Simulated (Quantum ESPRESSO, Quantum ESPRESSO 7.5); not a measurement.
# ordered GaP(1-x)As(x) in the cubic cell: a series in the share x of As

What law, if any, do the results for ordered GaP(1-x)As(x) in the cubic cell follow against the share x of As?

Calculated with Quantum ESPRESSO 7.5; plane-wave DFT, LDA, GBRV ultrasoft pseudopotentials.

## (1) The structure

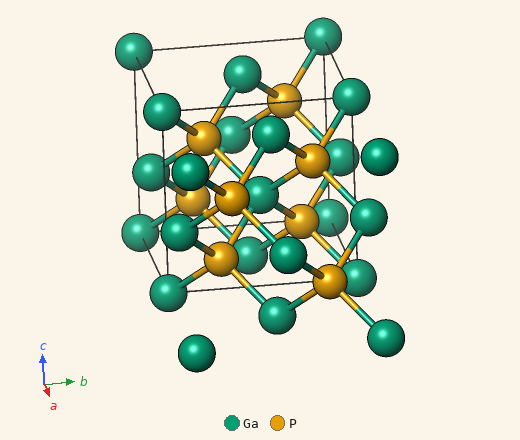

The starting structure, seen from the side, with the c axis up (gallium teal, phosphorus orange). 2×1×1 cells are drawn. Bonds to atoms that aren't drawn are left out. Some periodic images of atoms are drawn too.

Set-up: Conventional cubic cells; the three axes and the atoms relax, the angles stay right. pwcond (ikind = 0) gives the complex bands along [001] at three points across. Fixed occupations.

## (2) Relaxing cell and ions, 0

What the set-up leaves free in this member is relaxed.

m0.relax.in

```
&control
  prefix = 'm0.relax'
  outdir = './out'
  pseudo_dir = './pseudo'
  nstep = 60
  forc_conv_thr = 0.0004
  calculation = 'vc-relax'
/
&system
  ibrav = 0
  nat = 8
  ntyp = 2
  ecutwfc = 50
  ecutrho = 250
  occupations = 'fixed'
/
&electrons
  conv_thr = 1e-10
  mixing_beta = 0.6
  electron_maxstep = 120
/
&ions
/
&cell
  cell_dofree = 'xyz'
  press_conv_thr = 0.3
/
ATOMIC_SPECIES
  Ga  69.7230  ga_lda_v1.4.uspp.F.UPF
  P   30.9738  p_lda_v1.5.uspp.F.UPF
CELL_PARAMETERS angstrom
  5.41082000000000 0.00000000000000 0.00000000000000
  0.00000000000000 5.41082000000000 0.00000000000000
  0.00000000000000 0.00000000000000 5.41082000000000
ATOMIC_POSITIONS crystal
  Ga  0.000000000000 0.000000000000 0.000000000000
  Ga  0.500000000000 0.500000000000 0.000000000000
  Ga  0.500000000000 0.000000000000 0.500000000000
  Ga  0.000000000000 0.500000000000 0.500000000000
  P   0.250000000000 0.250000000000 0.250000000000
  P   0.750000000000 0.750000000000 0.250000000000
  P   0.750000000000 0.250000000000 0.750000000000
  P   0.250000000000 0.750000000000 0.750000000000
K_POINTS automatic
  4 4 4 0 0 0
```

Command:

```sh
$ OMP_NUM_THREADS=1 mpirun -n 4 pw.x -nk 4 -in m0.relax.in > m0.relax.out
```

Log:

```text
Program PWSCF v.7.5 starts
[citation notice left out]

     Parallel version (MPI & OpenMP), running on       4 processor cores
     Number of MPI processes:                 4
     Threads/MPI process:                     1

     MPI processes distributed on     1 nodes
[...]
Current dimensions of program PWSCF are:
     Max number of different atomic species (ntypx) = 10
     Max number of k-points (npk) =  40000
     Max angular momentum in pseudopotentials (lmaxx) =  4
     Found identity + ( -0.5000 -0.5000  0.0000) symmetry
     This is a supercell, fractional translations are disabled
     Message from routine setup:
     using ibrav=0 with symmetry is DISCOURAGED, use correct ibrav instead

     K-points division:     npool     =       4
     Subspace diagonalization in iterative solution of the eigenvalue problem:
     a serial algorithm will be used

     G-vector sticks info
     --------------------
     sticks:   dense  smooth     PW     G-vecs:    dense   smooth      PW
     Sum        2085    1653    489                71591    50883    8025

     Using Slab Decomposition

     bravais-lattice index     =            0
     lattice parameter (alat)  =      10.2250  a.u.
     unit-cell volume          =    1069.0201 (a.u.)^3
     number of atoms/cell      =            8
     number of atomic types    =            2
     number of electrons       =        96.00
     number of Kohn-Sham states=           48
     kinetic-energy cutoff     =      50.0000  Ry
     charge density cutoff     =     250.0000  Ry
     scf convergence threshold =      1.0E-10
     mixing beta               =       0.6000
     number of iterations used =            8  plain     mixing
     energy convergence thresh.=      1.0E-04
     force convergence thresh. =      4.0E-04
     press convergence thresh. =      3.0E-01
     Exchange-correlation=  SLA  PZ   NOGX NOGC
                           (   1   1   0   0   0   0   0)
     nstep                     =           60

     celldm(1)=  10.224968  celldm(2)=   0.000000  celldm(3)=   0.000000
     celldm(4)=   0.000000  celldm(5)=   0.000000  celldm(6)=   0.000000

     crystal axes: (cart. coord. in units of alat)
               a(1) = (   1.000000   0.000000   0.000000 )
               a(2) = (   0.000000   1.000000   0.000000 )
               a(3) = (   0.000000   0.000000   1.000000 )

     reciprocal axes: (cart. coord. in units 2 pi/alat)
               b(1) = (  1.000000  0.000000  0.000000 )
               b(2) = (  0.000000  1.000000  0.000000 )
               b(3) = (  0.000000  0.000000  1.000000 )

     PseudoPot. # 1 for Ga read from file:
     ./pseudo/ga_lda_v1.4.uspp.F.UPF
     Pseudo is Ultrasoft + core correction, Zval = 19.0
     Generated by new atomic code, or converted to UPF format
     Using radial grid of  871 points,  6 beta functions with:
                l(1) =   0
                l(2) =   0
                l(3) =   1
                l(4) =   1
                l(5) =   2
                l(6) =   2
     Q(r) pseudized with  8 coefficients,  rinner =    1.250   1.250   1.250
                                                       1.250   1.250

     PseudoPot. # 2 for P  read from file:
     ./pseudo/p_lda_v1.5.uspp.F.UPF
     Pseudo is Ultrasoft + core correction, Zval =  5.0
     Generated by new atomic code, or converted to UPF format
     Using radial grid of  903 points,  6 beta functions with:
                l(1) =   0
                l(2) =   0
                l(3) =   1
                l(4) =   1
                l(5) =   2
                l(6) =   2
     Q(r) pseudized with  8 coefficients,  rinner =    1.300   1.300   1.300
                                                       1.300   1.300

     atomic species   valence    mass     pseudopotential
     Ga               19.00    69.72300     Ga( 1.00)
     P                 5.00    30.97380     P ( 1.00)

     24 Sym. Ops. (no inversion) found

   Cartesian axes

     site n.     atom                  positions (alat units)
         1        Ga     tau(   1) = (   0.0000000   0.0000000   0.0000000  )
         2        Ga     tau(   2) = (   0.5000000   0.5000000   0.0000000  )
         3        Ga     tau(   3) = (   0.5000000   0.0000000   0.5000000  )
         4        Ga     tau(   4) = (   0.0000000   0.5000000   0.5000000  )
         5        P      tau(   5) = (   0.2500000   0.2500000   0.2500000  )
         6        P      tau(   6) = (   0.7500000   0.7500000   0.2500000  )
         7        P      tau(   7) = (   0.7500000   0.2500000   0.7500000  )
         8        P      tau(   8) = (   0.2500000   0.7500000   0.7500000  )

     number of k points=    10
                       cart. coord. in units 2pi/alat
        k(    1) = (   0.0000000   0.0000000   0.0000000), wk =   0.0312500
        k(    2) = (   0.0000000   0.0000000   0.2500000), wk =   0.1875000
        k(    3) = (   0.0000000   0.0000000  -0.5000000), wk =   0.0937500
        k(    4) = (   0.0000000   0.2500000   0.2500000), wk =   0.3750000
        k(    5) = (   0.0000000   0.2500000  -0.5000000), wk =   0.3750000
        k(    6) = (   0.0000000  -0.5000000  -0.5000000), wk =   0.0937500
        k(    7) = (   0.2500000   0.2500000   0.2500000), wk =   0.2500000
        k(    8) = (   0.2500000   0.2500000  -0.5000000), wk =   0.3750000
        k(    9) = (   0.2500000  -0.5000000  -0.5000000), wk =   0.1875000
        k(   10) = (  -0.5000000  -0.5000000  -0.5000000), wk =   0.0312500

     Dense  grid:    71591 G-vectors     FFT dimensions: (  54,  54,  54)

     Smooth grid:    50883 G-vectors     FFT dimensions: (  48,  48,  48)

     Estimated max dynamical RAM per process >     135.71 MB

     Estimated total dynamical RAM >     490.39 MB

     Initial potential from superposition of free atoms

     starting charge      91.9994, renormalised to      96.0000
     Starting wfcs are   64 randomized atomic wfcs

     total cpu time spent up to now is        1.8 secs

     per-process dynamical memory:    74.1 Mb

     Self-consistent Calculation

     iteration #  1     ecut=    50.00 Ry     beta= 0.60
     Davidson diagonalization with overlap
     ethr =  1.00E-02,  avg # of iterations =  3.5

     total cpu time spent up to now is        4.1 secs

     total energy              =   -1706.40149998 Ry
     estimated scf accuracy    <      27.15638054 Ry

     iteration #  2     ecut=    50.00 Ry     beta= 0.60
[...]
total energy              =   -1720.73125036 Ry
     estimated scf accuracy    <      16.83617116 Ry

[...]
atom    8 type  2   force =    -0.00000000    0.00000000    0.00000000

     Total force =     0.000000     Total SCF correction =     0.000000
     SCF correction compared to forces is large: reduce conv_thr to get better values

     Computing stress (Cartesian axis) and pressure

          total   stress  (Ry/bohr**3)                   (kbar)     P=        0.18
   0.00000122   0.00000000   0.00000000            0.18        0.00        0.00
   0.00000000   0.00000122   0.00000000            0.00        0.18        0.00
   0.00000000   0.00000000   0.00000122            0.00        0.00        0.18

     Energy error            =      1.3E-04 Ry
     Gradient error          =      3.0E-09 Ry/Bohr
     Cell gradient error     =      1.8E-01 kbar

     number of scf cycles    =   3
     number of bfgs steps    =   2

     enthalpy           old  =   -1722.3835594439 Ry
     enthalpy           new  =   -1722.3836849183 Ry

     CASE: enthalpy          _new < enthalpy          _old

     new trust radius        =       0.0004213564 bohr
     new conv_thr            =            1.0E-12 Ry

     new unit-cell volume =   1056.87469 a.u.^3 (   156.61267 Ang^3 )
     density =      4.27069 g/cm^3

CELL_PARAMETERS (angstrom)
   5.390250706   0.000000000   0.000000000
   0.000000000   5.390250706   0.000000000
   0.000000000   0.000000000   5.390250706

ATOMIC_POSITIONS (crystal)
Ga               0.0000000000        0.0000000000        0.0000000000
Ga               0.5000000000        0.5000000000        0.0000000000
Ga               0.5000000000        0.0000000000        0.5000000000
Ga               0.0000000000        0.5000000000        0.5000000000
P                0.2500000007        0.2500000007        0.2500000007
P                0.7499999993        0.7499999993        0.2500000007
P                0.7499999993        0.2500000007        0.7499999993
P                0.2500000007        0.7499999993        0.7499999993

[...]
NEW-OLD atomic charge density approx. for the potential
     New effective cutoffs (rho, wfc):  251.88   50.37

     total cpu time spent up to now is       87.6 secs

     per-process dynamical memory:    90.6 Mb

[...]
!    total energy              =   -1722.38368503 Ry
[...]
Total force =     0.000000     Total SCF correction =     0.000000
[...]
Self-consistent Calculation

     iteration #  1     ecut=    50.00 Ry     beta= 0.60
     Davidson diagonalization with overlap
     ethr =  1.00E-06,  avg # of iterations = 13.8

     total cpu time spent up to now is      111.9 secs

     total energy              =   -1703.46832211 Ry
     estimated scf accuracy    <      30.97514263 Ry

[...]
iteration # 20     ecut=    50.00 Ry     beta= 0.60
[...]
End of self-consistent calculation

          k = 0.0000 0.0000 0.0000 (  6355 PWs)   bands (ev):

   -85.8150 -85.8150 -85.8150 -85.8150 -85.8150 -85.8150 -85.8150 -85.8150
   -85.8150 -85.8149 -85.8149 -85.8149  -6.8722  -6.8722  -6.8722  -6.7434
    -6.7434  -6.7434  -6.6741  -6.6741  -6.6741  -6.6701  -6.6701  -6.6701
    -6.6701  -6.6701  -6.6701  -6.6322  -6.6322  -6.6078  -6.6078  -6.6078
    -4.8512  -1.6817  -1.6817  -1.6817   0.9159   0.9159   0.9159   5.1033
     5.1033   5.1033   5.1033   5.1033   5.1033   7.9299   7.9299   7.9299

          k = 0.0000 0.0000 0.2510 (  6319 PWs)   bands (ev):

   -85.8151 -85.8151 -85.8151 -85.8150 -85.8150 -85.8149 -85.8149 -85.8149
   -85.8149 -85.8148 -85.8148 -85.8148  -6.8623  -6.8623  -6.8575  -6.7687
    -6.7331  -6.7331  -6.6846  -6.6846  -6.6814  -6.6814  -6.6761  -6.6761
    -6.6671  -6.6609  -6.6609  -6.6370  -6.6287  -6.6138  -6.6138  -6.6114
    -4.5684  -2.5696  -1.6286  -1.6286   1.0170   1.0170   2.1073   4.5873
     4.5873   4.6533   4.6533   5.3749   5.3749   6.3540   7.2349   7.2349

          k = 0.0000 0.0000-0.5019 (  6382 PWs)   bands (ev):

   -85.8151 -85.8151 -85.8151 -85.8151 -85.8150 -85.8150 -85.8150 -85.8150
   -85.8149 -85.8149 -85.8149 -85.8149  -6.8506  -6.8506  -6.8179  -6.8179
    -6.7077  -6.7077  -6.7077  -6.7077  -6.7008  -6.7008  -6.6767  -6.6767
    -6.6511  -6.6511  -6.6501  -6.6501  -6.6226  -6.6226  -6.6200  -6.6200
    -3.7627  -3.7627  -1.5733  -1.5733   1.1339   1.1339   4.1501   4.1501
     4.1740   4.1740   4.2928   4.2928   6.1466   6.1466   6.1466   6.1466

          k = 0.0000 0.2510 0.2510 (  6298 PWs)   bands (ev):

   -85.8150 -85.8150 -85.8150 -85.8149 -85.8149 -85.8149 -85.8149 -85.8149
   -85.8149 -85.8149 -85.8148 -85.8148  -6.8546  -6.8501  -6.8501  -6.7807
    -6.7320  -6.7275  -6.6942  -6.6942  -6.6925  -6.6843  -6.6843  -6.6802
    -6.6575  -6.6575  -6.6548  -6.6356  -6.6292  -6.6186  -6.6156  -6.6156
    -4.2955  -2.4054  -2.4054  -1.7164   1.1374   1.9262   1.9262   3.7608
     4.6877   4.6877   5.0808   5.2906   5.2906   5.5520   6.4838   7.6450

          k = 0.0000 0.2510-0.5019 (  6304 PWs)   bands (ev):

   -85.8150 -85.8150 -85.8150 -85.8150 -85.8149 -85.8149 -85.8149 -85.8149
   -85.8149 -85.8149 -85.8149 -85.8149  -6.8436  -6.8436  -6.8177  -6.8177
    -6.7136  -6.7136  -6.7091  -6.7091  -6.7054  -6.7054  -6.6856  -6.6856
    -6.6449  -6.6449  -6.6447  -6.6447  -6.6250  -6.6250  -6.6222  -6.6221
    -3.5222  -3.5222  -2.0256  -2.0256   1.4907   1.4907   3.4606   3.4606
     3.8359   3.8359   5.3818   5.3818   5.4707   5.4707   6.5836   6.5836

          k = 0.0000-0.5019-0.5019 (  6256 PWs)   bands (ev):

   -85.8150 -85.8150 -85.8150 -85.8150 -85.8149 -85.8149 -85.8149 -85.8149
   -85.8148 -85.8148 -85.8148 -85.8148  -6.8273  -6.8273  -6.8273  -6.8273
    -6.7114  -6.7114  -6.7114  -6.7114  -6.7056  -6.7056  -6.7056  -6.7056
    -6.6341  -6.6341  -6.6341  -6.6341  -6.6307  -6.6307  -6.6307  -6.6307
    -2.8650  -2.8650  -2.8650  -2.8650   2.3511   2.3511   2.3511   2.3511
     4.3327   4.3327   4.3327   4.3327   6.6578   6.6578   6.6578   6.6578

[...]
highest occupied level (ev):     7.9299

!    total energy              =   -1722.38355505 Ry
     estimated scf accuracy    <          2.2E-13 Ry

     The total energy is the sum of the following terms:
     one-electron contribution =   -1572.45806459 Ry
     hartree contribution      =     819.77765827 Ry
     xc contribution           =    -214.90001416 Ry
     ewald contribution        =    -754.80313456 Ry

     convergence has been achieved in  20 iterations

     Forces acting on atoms (cartesian axes, Ry/au):

     atom    1 type  1   force =     0.00000000    0.00000000    0.00000000
     atom    2 type  1   force =     0.00000000    0.00000000    0.00000000
     atom    3 type  1   force =     0.00000000    0.00000000    0.00000000
     atom    4 type  1   force =     0.00000000    0.00000000    0.00000000
     atom    5 type  2   force =     0.00000001    0.00000001    0.00000001
     atom    6 type  2   force =    -0.00000001   -0.00000001    0.00000001
     atom    7 type  2   force =    -0.00000001    0.00000001   -0.00000001
     atom    8 type  2   force =     0.00000001   -0.00000001   -0.00000001

     Total force =     0.000000     Total SCF correction =     0.000000
     SCF correction compared to forces is large: reduce conv_thr to get better values

     Computing stress (Cartesian axis) and pressure

          total   stress  (Ry/bohr**3)                   (kbar)     P=       -0.19
  -0.00000126   0.00000000   0.00000000           -0.19        0.00        0.00
   0.00000000  -0.00000126   0.00000000            0.00       -0.19        0.00
   0.00000000   0.00000000  -0.00000126            0.00        0.00       -0.19

[...]
=------------------------------------------------------------------------------=
   JOB DONE.
=------------------------------------------------------------------------------=
```

Wall time 2.6 min (4 MPI ranks of Arm Neoverse V1, shared host); peak memory 0.65 GiB; 11 min of CPU time.

Step by step:

```tsv
step	energy less that of the first step (eV)	largest force (eV/Å)	volume (Å³)
1	0.0000	0.0000	158.41
2	-0.0041	0.0000	157.58
3	-0.0058	0.0000	156.58
4	-0.0058	0.0000	156.61
5	-0.0041	0.0000	156.61
```

```tsv
conventional cell, symmetrised	before	after	change
a (Å)	5.411	5.390	-0.4 %
b (Å)	5.411	5.390	-0.4 %
c (Å)	5.411	5.390	-0.4 %
volume (Å³/atom)	19.80	19.58	-1.1 %
```

 The last row is no step: it is a fresh SCF in the final cell with a new plane-wave basis, +2 meV from the row before.

Numbers from this step:

- free energy: -23434.2221 eV
- valence top, on the run's zero: 7.930 eV

(Part 1 of 7 ends here.)

[Logs are printed without paths, hosts, clocks, repeated set-up lines and the standing remarks that a program may print on its own settings, such as how far it seeks lower states.]

[Hosts, paths, dates, database ids (printed as entryN), source tags and the programs' standing remarks are cut or masked in the printed files.]

[Maps of the electrostatic potential energy from Ansatz leave out the sawtooth potential of an applied field or a dipole correction, so their vacuum need not be flat; planar profiles and work functions include it.]
